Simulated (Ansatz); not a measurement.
## Electronic structure of HO$_{2}$PSi in real space

The calculation's input:

```
basis:
  gaussian:
    orbitals: def2-TZVPD
crystal:
  periodic: [false, false, false]
  atoms:
    - symbol: O
      position_ang: [1.339063, -0.779141, 1.722653]
    - symbol: O
      position_ang: [-0.620512, -1.706731, 2.558920]
    - symbol: P
      position_ang: [0.521294, -0.631635, 3.198549]
    - symbol: Si
      position_ang: [0.139142, -1.786191, 1.022376]
    - symbol: H
      position_ang: [1.293230, -1.567696, 3.969155]
hamiltonian:
  xc: pbe0
output: {forces: true, orbitals: {seedname: orbitals}}
```

Command:

```sh
ansatz run input.yaml --threads 1 --pin off --max-ram 2610MiB --events-out events.jsonl --progress --plain --runs-dir runs
```

Geometry: B3LYP/6-31G*.

The calculation used Ansatz 0.2.0, isolated molecule in a Gaussian basis; Kohn-Sham density functional theory, functional PBE0.

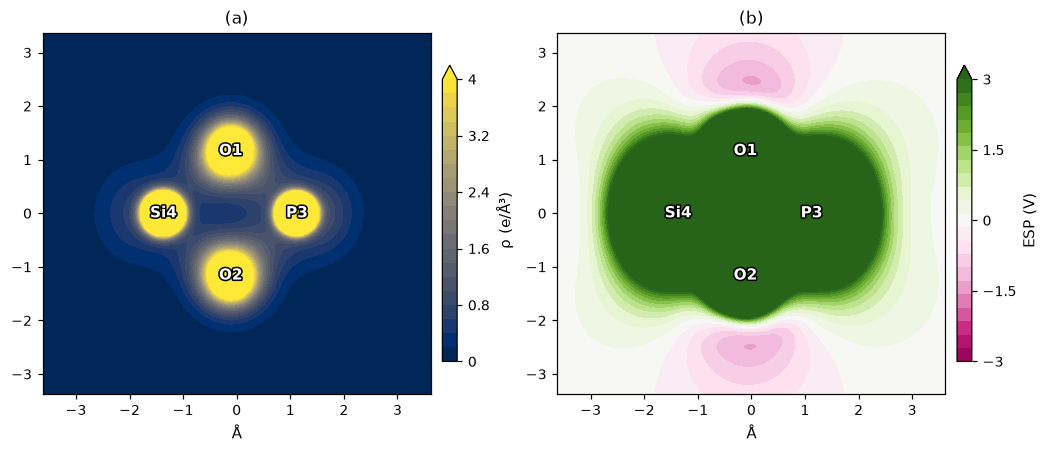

Figure 1. (a) electron density; (b) molecular electrostatic potential on the plane of atoms O1, P3 and O2.

**What does the map show?**

- The section cuts through O, P and Si sites.
- P–O (1.69 Å): ρ is about 1.3 e/Å³ halfway.
- Si–O (1.72 Å): the density is about 1 e/Å³ at the midpoint.
- Outside the dense part of the molecule the potential is most negative (−1.3 V) near O1 and O2.

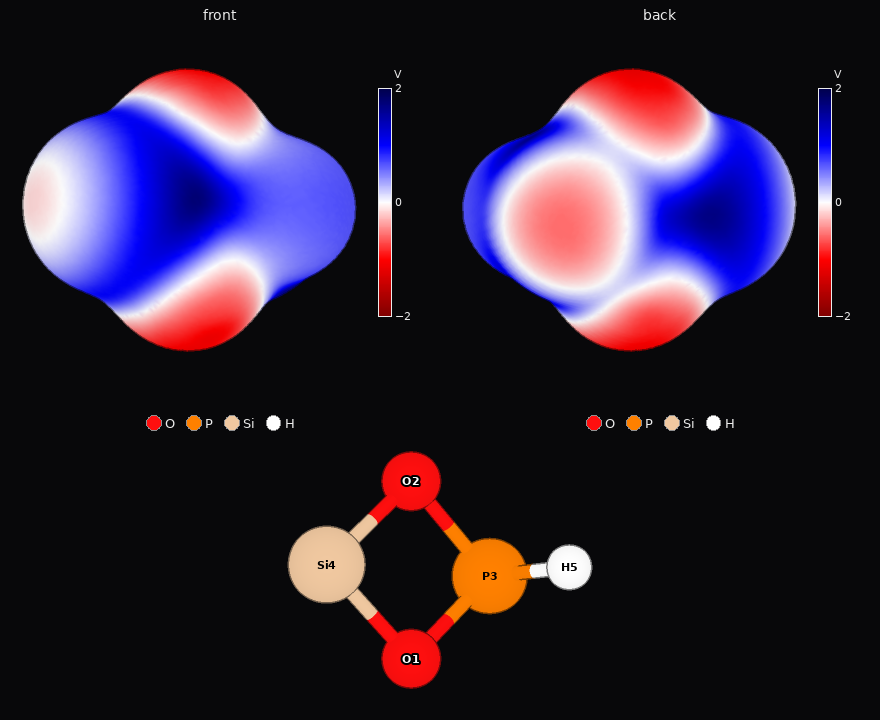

Figure 2. The molecular electrostatic potential painted on the density surface at 0.002 e/bohr³, seen from the front and from behind; red is negative and blue positive. The bare structure is drawn below in the same view.

**Which sites attract a positive test charge, and which a negative one?**

A positive charge is drawn to the negative regions and a negative charge to the positive ones. The most negative region (about −1.1 V) lies over O1 and O2, the most positive (about +1.7 V) over Si4.

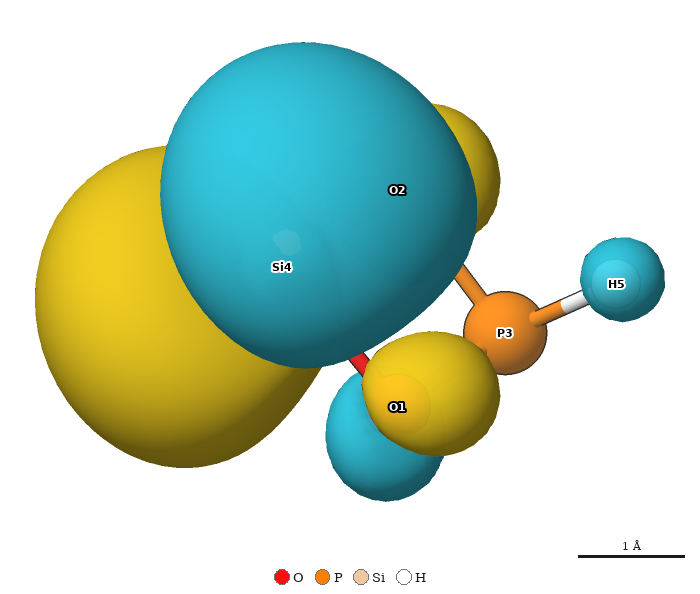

Figure 3. The LUMO at ±0.08 Å⁻³ᐟ² (yellow and cyan are the two phases), seen at a tilt.

**What is the character of this orbital?**

It lies mainly on Si4 (about 80 %), O1 (about 5 %) and O2 (about 5 %). Its energy is −1.98 eV.
